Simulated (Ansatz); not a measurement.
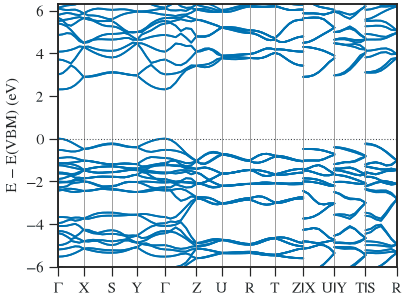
Figure: Band structure from the program Ansatz at the PBE with spin–orbit coupling level (PAW)

### Question
Read off the gap and where the band edges lie.

### Answer
About 2.3 eV (2.31 eV by a search for the band edges); maximum at Γ, minimum at Γ.

The material is TeO2 in space group Pbcn (No. 60; Te on 4c, O on 8d).

A made-up cell: these elements were put on the sites of a structure type; neither database checked (COD, Materials Project) lists it. COD files the formula under space group No. 19, 61, 92, 136. Its standing as an ambient phase is unchecked. The PBE relaxation kept the symmetry of its start; its stability against distortions is not shown here.

Potentials: the earlier of the program's two PAW sets.
